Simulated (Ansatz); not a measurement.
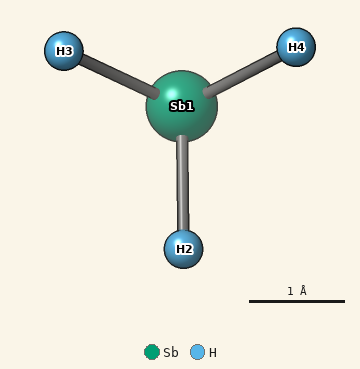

Figure 1. The structure (ball-and-stick view, seen at a tilt; atoms are numbered from 1 in the order of the input). Sticks mark near contacts.

# Single-point calculation of SbH3

The run: single-point calculation of SbH3. Method and program: RKS wB97M-V/def2-TZVPPD (Ansatz 0.2.0).

The geometry comes from this level: PBE0-D4/def2-TZVP.

### Output
```
Functional definition: wB97M-V
  name "wB97M-V"
  cite "Mardirossian & Head-Gordon, J. Chem. Phys. 144, 214110 (2016) doi:10.1063/1.4952647"
  cite "Becke, J. Chem. Phys. 107, 8554 (1997) doi:10.1063/1.475007"
  cite "Vydrov & Van Voorhis, J. Chem. Phys. 133, 244103 (2010) doi:10.1063/1.3521275"
  # Of w^i u^j: cxij and so on, Table III.
  parameter omega = 0.3/bohr
  parameter cx = 0.15
  parameter cx01 = 1.007
  parameter cx10 = 0.259
  parameter css00 = 0.443
  parameter css04 = -1.437
  parameter css10 = -4.535
  parameter css20 = -3.390
  parameter css43 = 4.278
  parameter cos00 = 1.000
  parameter cos10 = 1.358
  parameter cos20 = 2.924
  parameter cos21 = -8.812
  parameter cos60 = -1.390
  parameter cos61 = 9.142
  parameter b = 6.0
  parameter c = 0.01
  gx(w, u) = 1 - cx + cx01*u + cx10*w
  gss(w, u) = css00 + css04*u^4 + css10*w + css20*w^2 + css43*w^4*u^3
  gos(w, u) = cos00 + cos10*w + (cos20 + cos21*u)*w^2 + (cos60 + cos61*u)*w^6
  exchange = spin_sum(e_x_unif_sr(omega)*gx(b97_w, b97_u_x)) + cx*exact_x_sr(omega) + exact_x_lr(omega)
  correlation = spin_sum(e_c_pw_mod_same_spin*gss(b97_w, b97_u_same))
      + integral(e_c_pw_mod_opposite_spin*gos(b97_w_opposite, b97_u_opposite)) + vv10(b, c)
640 factors; their error is unknown
188 factors; integrals over basis functions are off by at most 2.1e-5 eV
mean field evaluation 1: about -6584.2533 eV, gradient 5.3e0 eV
mean field evaluation 2: about -6584.3644 eV, gradient 1.5e0 eV
mean field evaluation 4: about -6584.3760 eV, gradient 1.2e-1 eV
mean field evaluation 8: about -6584.4743 eV, gradient 5.7e-2 eV
mean field -6584.47430589 eV, -241.9749676243 hartree, gradient 2.9e-5 eV, S^2 0.000000; 0 other end points of the search recorded, 0 dependent functions left out
reference -6584.47435024 eV, -241.9749692542 hartree; 13, 13 occupied and 94, 94 virtual orbitals, 640 factors
Total energy: -6584.47435024 eV, -241.9749692542 hartree
```

This output came from the following input.

### The input
```yaml
crystal:
  periodic: [false, false, false]
  atoms:
    - {symbol: Sb, position_ang: [0.013681, -0.438283, 2.093482]}
    - {symbol: H, position_ang: [-1.321671, 0.506829, 1.605572]}
    - {symbol: H, position_ang: [1.110360, 0.754570, 1.556711]}
    - {symbol: H, position_ang: [-0.024163, 0.240571, 3.660836]}
basis:
  gaussian: {orbitals: "def2-TZVPPD.json"}
hamiltonian: {xc: {name: wB97M-V}}
```

Run as:
```bash
ansatz run in.yaml --threads 4 --pin off --events-out ev --progress --plain --max-ram 9574MiB
```

### Summary

- outcome: converged
- total energy: −6584.4744 eV
- SCF solution under orbital rotations: stable
- hardware: 4 threads of Arm Neoverse V1, 23 GiB of memory available, shared host
- wall time: 1.9 s (CPU time 6.6 s)
- peak memory: 0.44 GiB
